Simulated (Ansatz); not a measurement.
Base system: Cs3Bi (space group Fm-3m, No. 225; a = 9.3677 Å; a model cell, its experimental status unchecked). Axes: x, y, z lie along the cube axes.

It is then changed as follows: strain tensor (xx, yy, zz, yz, xz, xy) = (+0.41, −2.21, −1.83, −0.66, −0.64, +0.18) %; the atoms relax in the strained cell.

Level of theory: r2SCAN in Ansatz (plane waves to 500 eV, PAW, no spin-orbit coupling).

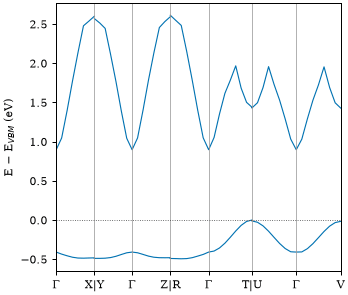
Figure: Highest valence and lowest conduction band along the path of the changed cell's own zone

Task: From the figure, how large is the changed gap, and is it direct?

Result: About 0.90 eV, indirect, T → Γ.

Spin-orbit coupling, missing from the scalar runs, can matter with Bi. No phonon test of stability was made. Labels are those of the standard path for the cell's own space group.

Ansatz is a program for electronic structure.
